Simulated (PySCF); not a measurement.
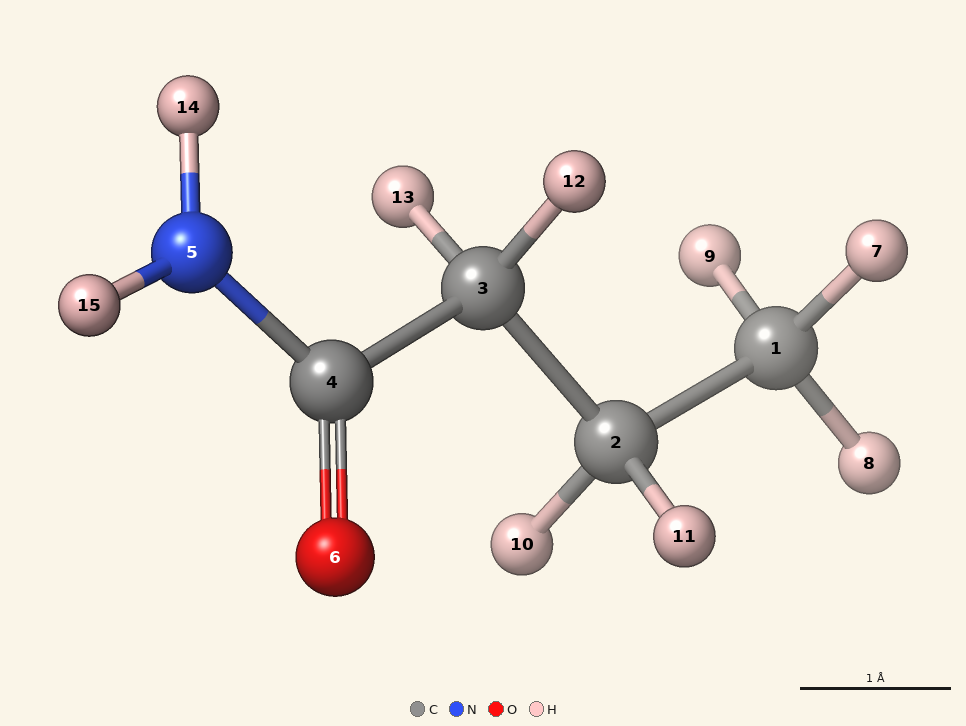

Orthographic view. Distant atoms are faded towards the background colour. The computed structure is the end point of a PBE0-D3(BJ)/def2-SVP optimisation. No frequency run is at hand to confirm it as a minimum.

Write a MOL file (V2000) with the atoms in numerical order, bonds sorted by atom number with the orders drawn, and coordinates in the frame of the picture: x right, y up, z towards the viewer, origin at the mean position.

```
C4H9NO
                    3D

 15 14  0  0  0  0  0  0  0  0999 V2000
    1.7800   -0.0500   -1.4200 C   0  0  0  0  0  0  0  0  0  0  0  0
    0.7100   -0.6800   -0.5400 C   0  0  0  0  0  0  0  0  0  0  0  0
   -0.1800    0.3500    0.1300 C   0  0  0  0  0  0  0  0  0  0  0  0
   -1.1900   -0.2700    1.0800 C   0  0  0  0  0  0  0  0  0  0  0  0
   -2.1300    0.5900    1.5700 N   0  0  0  0  0  0  0  0  0  0  0  0
   -1.1700   -1.4500    1.3900 O   0  0  0  0  0  0  0  0  0  0  0  0
    2.4500    0.6000   -0.8400 H   0  0  0  0  0  0  0  0  0  0  0  0
    2.4000   -0.8200   -1.9000 H   0  0  0  0  0  0  0  0  0  0  0  0
    1.3400    0.5700   -2.2200 H   0  0  0  0  0  0  0  0  0  0  0  0
    0.0800   -1.3600   -1.1300 H   0  0  0  0  0  0  0  0  0  0  0  0
    1.1700   -1.3100    0.2400 H   0  0  0  0  0  0  0  0  0  0  0  0
    0.4300    1.0600    0.7200 H   0  0  0  0  0  0  0  0  0  0  0  0
   -0.7200    0.9600   -0.6100 H   0  0  0  0  0  0  0  0  0  0  0  0
   -2.1500    1.5600    1.3100 H   0  0  0  0  0  0  0  0  0  0  0  0
   -2.8100    0.2400    2.2200 H   0  0  0  0  0  0  0  0  0  0  0  0
  1  2  1  0
  1  7  1  0
  1  8  1  0
  1  9  1  0
  2  3  1  0
  2 10  1  0
  2 11  1  0
  3  4  1  0
  3 12  1  0
  3 13  1  0
  4  5  1  0
  4  6  2  0
  5 14  1  0
  5 15  1  0
M  END
```
